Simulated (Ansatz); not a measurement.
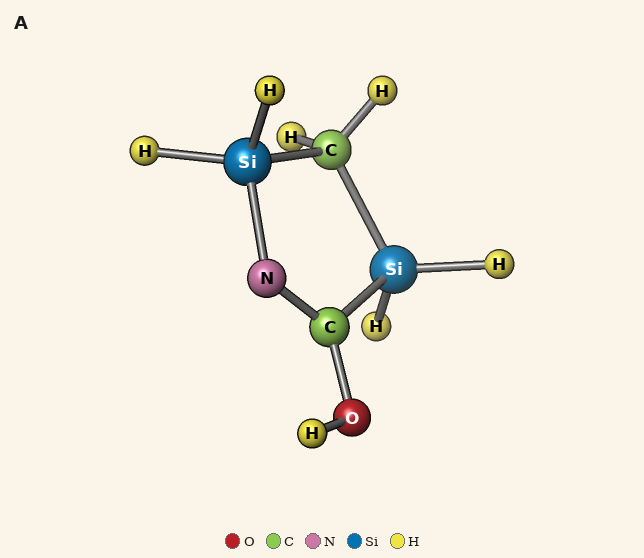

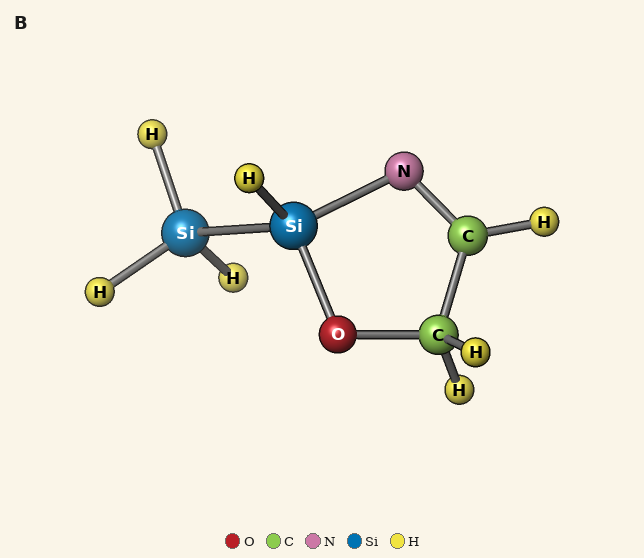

2 stationary structures of one formula. Geometries: PBE0-D4/def2-TZVP. Electronic energies: ωB97M-V/def2-TZVPP (Ansatz 0.2.0), without zero-point energy. No frequency run is at hand to confirm each as a minimum.

> Are they conformers, stereoisomers or constitutional isomers?

They are constitutional isomers of C2H7NOSi2: A `OC1=N[SiH2]C[SiH2]1`, B `[SiH3][Si@@H]1N=CCO1`.

> Which structure is the most stable?

A is lowest; B lies 7.8 kcal/mol above it.
